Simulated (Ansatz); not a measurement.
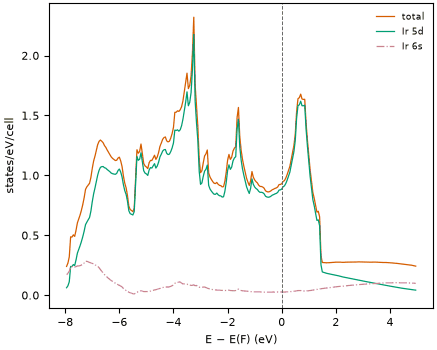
*Total and projected density of states of Ir (fcc (Cu type), Fm-3m), plane-wave PAW PBE (Ansatz code)*

Question: Which orbitals carry the states next to the Fermi level?

Answer: Within 0.5 eV of the Fermi level: Ir 5d 95 %. Projections are on Löwdin-orthogonalised atomic valence shells; empty p or d shells of many metals are not among them.

Question: Where is the tallest occupied peak in this window, and what makes it?

Answer: Near -3.2 eV, about 2.3 states/eV per cell; the largest projected share is Ir 5d.

The PBE relaxation kept the symmetry of its start. The run is not spin-polarised. Scalar-relativistic: spin–orbit coupling is off unless named, which matters more the heavier the elements.

Potentials: the earlier of the program's two PAW sets.
